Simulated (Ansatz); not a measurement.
All values below come from PBE (plane waves to 420 eV, PAW; Ansatz, a program for electronic structure).

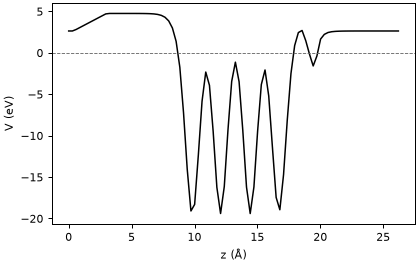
Plane-averaged electrostatic potential energy along the normal, in eV from the Fermi level, for NH3 on the 1x1 (110) surface of bcc Ta, one in a 2x2 cell, started at the site 'top Ta'

Slab: 20 atoms, 6.8 Å thick at the start under the adsorbate (thin: gaps and levels are the slab's own); k 5x5x1, smearing 0.1 eV, dipole-corrected; 8 atoms held, the rest relaxed; no symmetry held; no spin, no spin-orbit, no U, no dispersion correction. At the end it is bonded to Ta. In PBE it is, or lies within 0.03 eV of, the lowest of the starts that converged.

Q: The surface cell has an area of 31.16 Å². What dipole along the normal does the step between the two vacuum levels imply?

A: the top vacuum level lies 2.12 eV below the bottom one; p = −ε₀ A ΔV (ε₀ = 0.005526 e/(V·Å)) gives 0.36 e·Å a cell.
